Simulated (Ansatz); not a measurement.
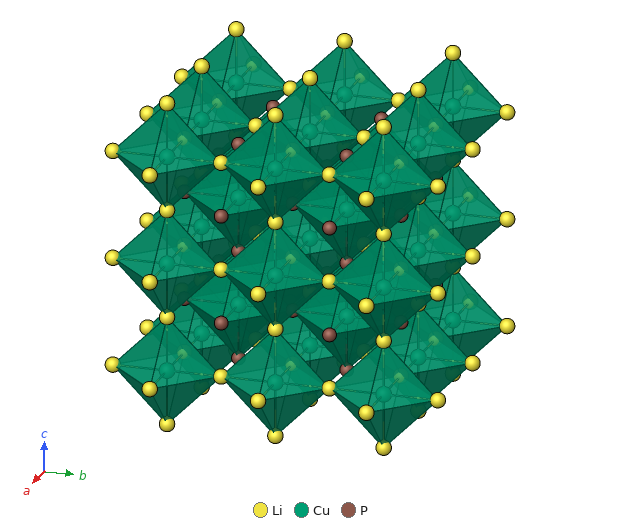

Polyhedra are drawn about Cu (bonds: Cu–Li below 2.8 Å and Cu–P below 2.8 Å); other atoms are plain spheres.

System Li3Cu2P3 (space group Pm-3m, No. 221); source of the atomic positions: coordinates from a relaxation with Ansatz 0.2.0, DFT PBE, scalar-relativistic, plane waves, PAW; the starting structure was generated, so it need not be a known form of this composition.

> What figure surrounds each Cu atom, and what does it share with the other drawn polyhedra?

Cu(1a): CuLi6 octahedron, sharing corners with six neighbours; Cu(1b): CuP6 octahedron, sharing corners with six neighbours.

> How do these polyhedra hang together as a whole?

They form a three-dimensional framework of corner-sharing octahedra, in two interpenetrating copies.

> How far apart are the centres of linked polyhedra?

Centre to centre across a shared corner: 4.95 Å.
